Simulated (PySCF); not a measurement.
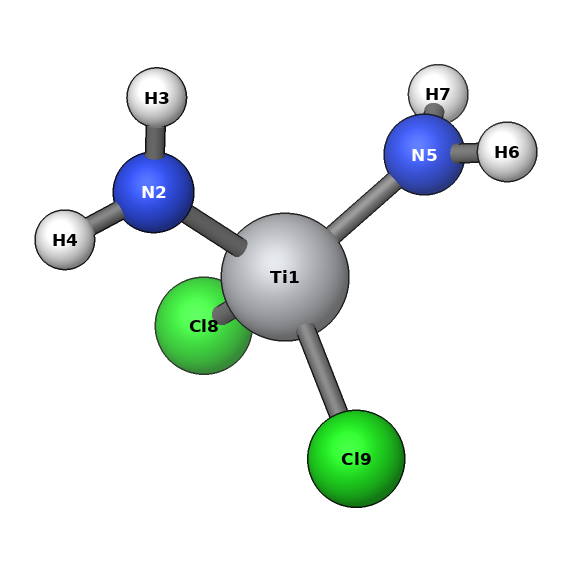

The species is neutral and a spin singlet. Computed geometry: PBE0-D3(BJ)/def2-SVP optimisation. No frequency run is at hand to confirm it as a minimum. Method: delta-SCF UKS SCAN, pcX-2 on the ionised atom (unc-x2c-TZVPall on a metal), pcseg-1 elsewhere, spin-free X2C (PySCF 2.14.0).

Give the core-electron binding energies (to vacuum; p and d levels without spin–orbit splitting) of Ti1 2p, N2 1s, Cl8 1s, Cl8 2p.

```csv
atom,level,binding energy (eV)
Ti1,2p,464.9
N2,1s,404.4
Cl8,1s,2827.7
Cl8,2p,205.6
```
